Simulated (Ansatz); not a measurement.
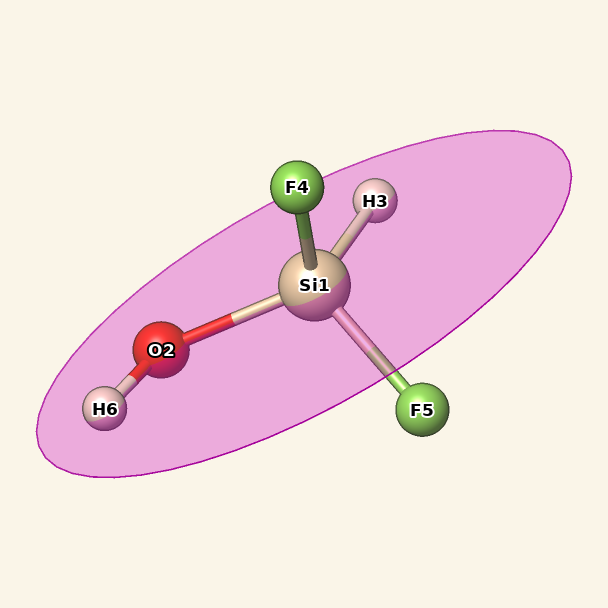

A disc through the centre of mass is drawn in. Atoms fade into the background with distance from the viewer. The computed structure is the end point of a PBE0-D4/def2-TZVP optimisation.

Question: Is the plane of the disc a mirror plane of the structure?

Answer: Yes. The reflection leaves Si1, O2, H3, H6 in place and moves F4 ↔ F5. The point group is Cs.
